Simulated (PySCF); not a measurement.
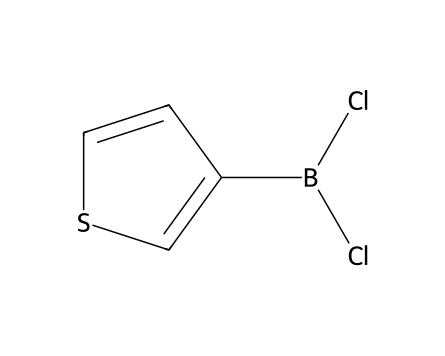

The drawing above gives the connectivity. The geometry was computed by an optimisation with PBE0-D3(BJ)/def2-SVP. No frequency run is at hand to confirm it as a minimum.

Describe the 3D structure.

Formula C₄H₃BCl₂S. Its SMILES string is `ClB(Cl)c1ccsc1`. Independent rings (smallest set): 1 of 5 members, 1 of them aromatic. All atoms lie on one plane. Coordination: 1 B trigonal planar; 4 C trigonal planar; 1 S bent.

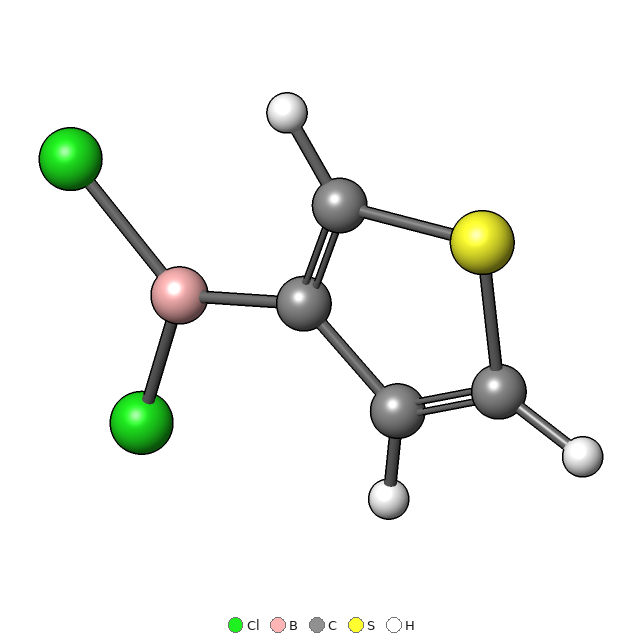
